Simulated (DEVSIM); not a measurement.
Structure: abrupt Si p-n junction, at 300 K.

| layer (left to right) | material | thickness (μm) | Nd (cm⁻³) | Na (cm⁻³) | τn (s) | τp (s) |
|---|---|---|---|---|---|---|
| 1 | Si | 0.490 | - | 1.6e15 | 9.5e-6 | 9.5e-6 |
| 2 | Si | 450 | 1.1e14 | - | 9.5e-6 | 9.5e-6 |

Left contact: ohmic. Right contact: ohmic. Voltage is applied to the left contact. Recombination: SRH at mid-gap, radiative. Mobility is μmin + (μ − μmin)/(1 + (N/Nref)^α).

The device is made up for the run: typed textbook-type constants, with dimensions and the other settings drawn at random. Values at 300 K.

```tsv
parameter	Si
gap (eV)	1.124
affinity (eV)	4.05
permittivity	11.7
Nc (cm⁻³)	2.86e19
Nv (cm⁻³)	3.1e19
μn (cm²/Vs)	1417
μp (cm²/Vs)	470
μn,min	52
μp,min	45
Nref,n	9.7e16
Nref,p	2.2e17
αn	0.68
αp	0.72
B (cm³/s)	4.7e-15
```

Model (solved in DEVSIM): 1D drift-diffusion, Boltzmann statistics, complete ionisation; no tunnelling, impact ionisation, image-force lowering or self-heating.

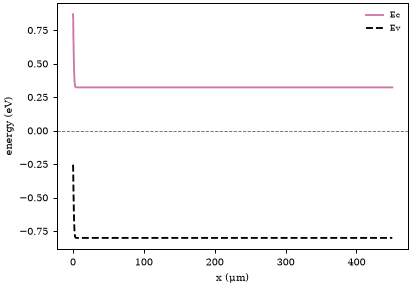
Fig. 1. Band edges at zero bias

Energies count from the Fermi level of the right contact; mesh points crowd at the junctions.

```tsv
x (μm)	Ec (eV)	Ev (eV)	n (cm⁻³)	p (cm⁻³)	field (V/cm)
0.000	0.869	-0.255	73000	1.6e15	-130
0.04022	0.868	-0.256	74000	1.6e15	-140
0.1410	0.866	-0.258	80000	1.5e15	-280
0.3353	0.852	-0.272	140000	8.5e14	-1500
0.4647	0.821	-0.303	460000	2.5e14	-3600
0.4967	0.808	-0.316	750000	1.5e14	-4100
0.5511	0.787	-0.337	1800000	6.6e13	-3900
0.8068	0.693	-0.431	6.5e7	1.8e12	-3400
1.411	0.517	-0.607	5.9e10	2.0e9	-2400
3.089	0.330	-0.794	8.0e13	1400000	-200
7.744	0.322	-0.802	1.1e14	1100000	≈ 0
29.62	0.322	-0.802	1.1e14	1100000	≈ 0
81.36	0.322	-0.802	1.1e14	1100000	≈ 0
224.9	0.322	-0.802	1.1e14	1100000	≈ 0
389.6	0.322	-0.802	1.1e14	1100000	≈ 0
428.6	0.322	-0.802	1.1e14	1100000	≈ 0
442.9	0.322	-0.802	1.1e14	1100000	≈ 0
447.8	0.322	-0.802	1.1e14	1100000	≈ 0
449.8	0.322	-0.802	1.1e14	1100000	≈ 0
450.3	0.322	-0.802	1.1e14	1100000	≈ 0
450.4	0.322	-0.802	1.1e14	1100000	≈ 0
450.5	0.322	-0.802	1.1e14	1100000	≈ 0
```
